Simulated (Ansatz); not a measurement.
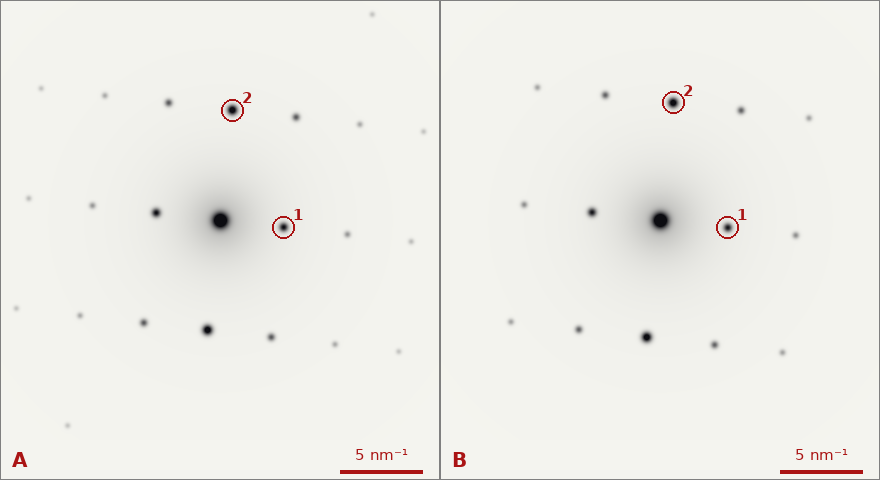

Kinematic electron diffraction patterns (300 kV, B = 0.5 Å², same scale) along [101] of the run's own cell, for the start and the end of one relaxation of W3O2 with Ansatz 0.2.0, DFT PBE, scalar-relativistic, plane waves, PAW. k mesh 12×12×12. The start is a generated model structure, and the relaxation ends in the nearest stationary point of its symmetry, not necessarily the ground state. Spot 1 is 0 -1 0 and spot 2 is 1 0 -1 in both.

Start structure:

```yaml
crystal:
  lattice:
    - [1.47236, 0.85007, 9.79551]
    - [-1.47236, 0.85007, 9.79551]
    - [0.00000, -1.70014, 9.79551]
  atoms:
    - { symbol: W, position: [0.00000, 0.00000, 0.00000] }
    - { symbol: W, position: [0.19740, 0.19740, 0.19740] }
    - { symbol: W, position: [0.80260, 0.80260, 0.80260] }
    - { symbol: O, position: [0.37587, 0.37587, 0.37587] }
    - { symbol: O, position: [0.62413, 0.62413, 0.62413] }
```

> Which pattern belongs to the start structure, and which to the relaxed one?

A is the start: its cell gives d(1) = 2.541 Å, d(2) = 1.472 Å and an angle of 90.0°. B is the relaxed structure, with d(1) = 2.385 Å (-6.1 %), d(2) = 1.382 Å (-6.2 %) and 90.0°.

> Summarise the relaxation behind the change.

The volume changed by -12.7 % to 12.85 Å³ an atom; with the mean shift removed, the atoms moved by up to 0.28 Å relative to the cell (W most); the space group stayed R-3m (No. 166); the free energy fell by 140 meV an atom. Relaxed cell: a = 9.844 Å, b = 9.844 Å, c = 9.844 Å, α = 16.14°, β = 16.14°, γ = 16.14°.
